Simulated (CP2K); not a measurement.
Consider mercaptoacetylene at its PBE geometry (Å).

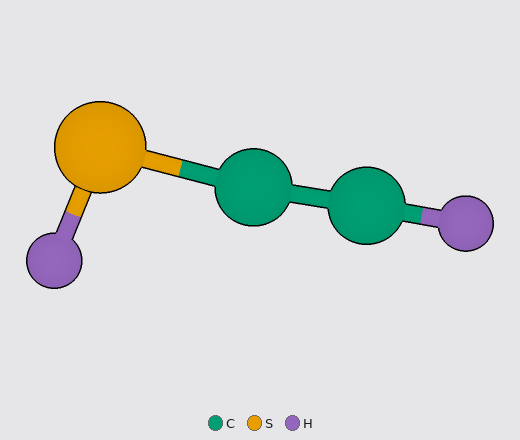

The molecule (carbon teal, sulfur orange, hydrogen purple).

```xyz
5

C    -1.2206   -0.0604   -0.3110
C    -0.0285   -0.1783   -0.0966
S     1.6135   -0.4831    0.1184
H    -2.2691    0.0556   -0.4871
H     1.9046    0.6662    0.7763
```

Method: CP2K XAS_TDP, all-electron GAPW, PBEh(45%), aug-cc-pVTZ, TDA, GW2X-corrected core level, ZORA, spin–orbit coupling.

Q: Where do the S L₂,₃-edge lines lie, and how strong are they?

Leading lines: S3 164.46 eV. The leading line of an atom is its first one with 35 % of the strongest within 2.5 eV of its lowest line over the strength cut. Core ionisation energies at this level: S3 170.17/170.29/171.20 eV; the 2p½ level lies 0.97 eV above the 2p3/2 pair.

The first six lines of each atom with a strength over 0.0003:

| atom | energy (eV) | states | strength, one atom | above the computed threshold |
| --- | --- | --- | --- | --- |
| S3 (bonded to C and H) | 164.46 | 1 | 0.0057 |  |
|  | 165.56 | 1 | 0.0019 |  |
|  | 165.93 | 1 | 0.0011 |  |
|  | 166.21 | 1 | 0.0008 |  |
|  | 166.48 | 1 | 0.0033 |  |
|  | 166.52 | 1 | 0.0030 |  |

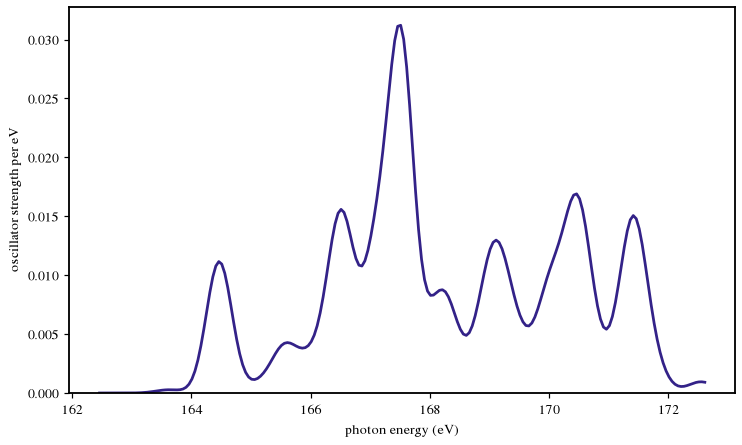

All atoms added, broadened by 0.5 eV.

Lines are vertical, at one geometry, with no vibrational structure. GW2X ionisation energies and lines can be off by 1 to 2 eV either way, and a good line position may hide errors that cancel. Rydberg lines, and the discretised continuum above threshold, depend on the basis and the box.

[Banner, clock and machine lines of the logs are left out without a mark of their own.]

[Logs are printed without paths, hosts, clocks, repeated set-up lines and the standing remarks that a program may print on its own settings, such as how far it seeks lower states.]

[Hosts, paths, dates, database ids (printed as entryN), source tags and the programs' standing remarks are cut or masked in the printed files.]
